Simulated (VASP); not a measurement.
Band structure of Ni$_{3}$Si (L1_2). Method: r2SCAN+rVV10, VASP's PBE PAW potentials (set 64) (plane waves; VASP).

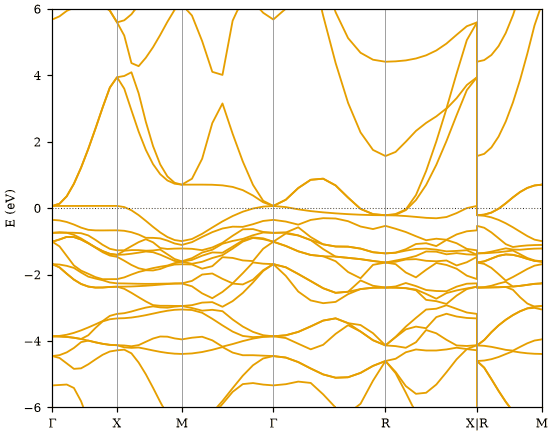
Bands along high-symmetry lines, zero at the valence-band maximum or, without a gap, the Fermi level

Read the plot: is there a gap, and where are the band edges?

It has no gap at this level: it comes out as a metal or semimetal.

The compound is Ni3Si in the L1_2 structure. It was relaxed first. The run is not spin-polarised, so no magnetic state was tried.
